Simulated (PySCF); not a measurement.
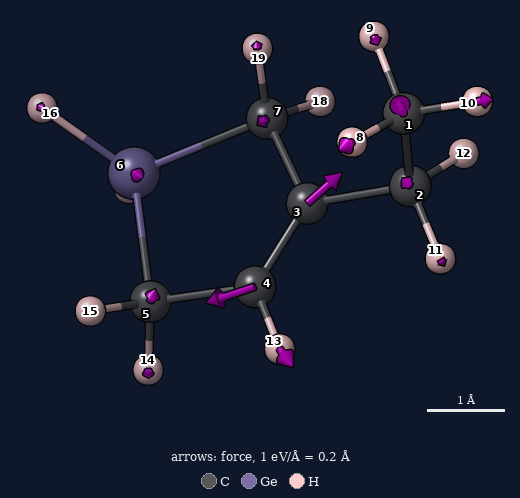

Starting geometry of C$_{6}$H$_{12}$Ge with the computed forces as purple arrows. A ball-and-stick model, seen from a free direction.

The start comes from GFN2-xTB. Its atoms were then displaced at random by about 0.01 Å.

Computed with PBE0-D3(BJ)/def2-SVP geometry optimisation, gas phase (PySCF). 

### What follows when this structure is relaxed?

It isn't relaxed: the largest force vector, on a C atom, is 3.82 eV/Å. The final displacements have little in common with the starting forces (cosine between the two patterns 0.13). The largest move after the best rigid fit is that of an H atom, 0.27 Å. By element the largest moves are H 0.27 Å, C 0.15 Å, Ge 0.03 Å. Among the contacts that change: C–H 1.047 → 1.097 Å, C–C 1.299 → 1.346 Å, Ge–H 1.503 → 1.541 Å, C–H 1.067 → 1.101 Å. Among the angles between lasting bonds that change: C–C–H 125.4° → 119.4°, C–C–H 114.6° → 118.9°, C–C–C 122.2° → 118.9°. The energy falls by 7.00 kcal/mol in 8 geometry steps. Cost: 2.1 min on 1 thread of Arm Neoverse V2 (shared host).
